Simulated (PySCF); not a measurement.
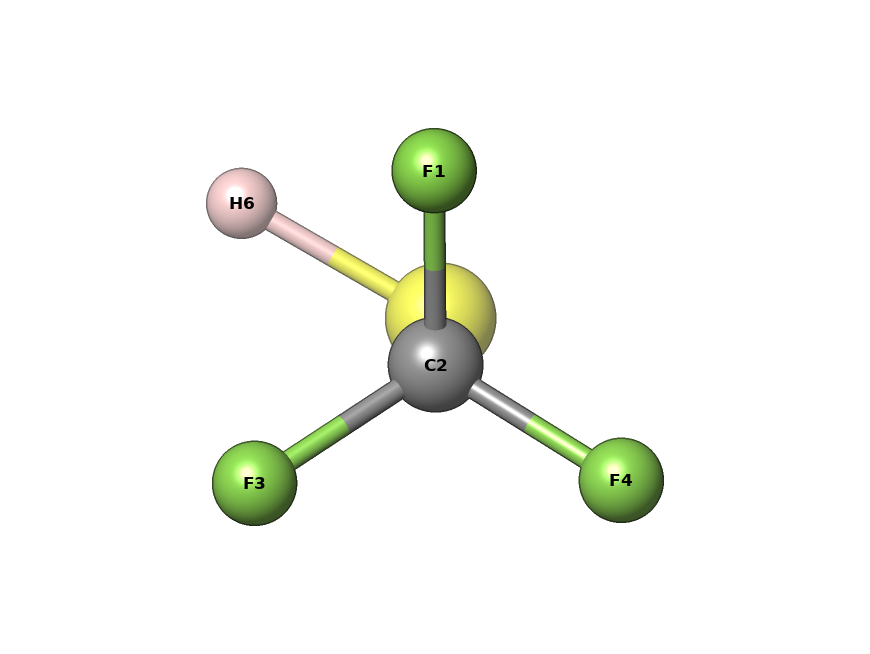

S5 lies behind C2. The molecule seen nearly along the C2–S5 bond, C2 in front. Depth is shown by fading: the farther an atom, the more it takes the colour of the background. Computed geometry: PBE0-D3(BJ)/def2-SVP optimisation. No frequency run is at hand to confirm it as a minimum.

What is the torsion angle F1–C2–S5–H6? The sign is positive where the front bond must turn clockwise to cover the back bond.

−60°, synclinal (gauche).
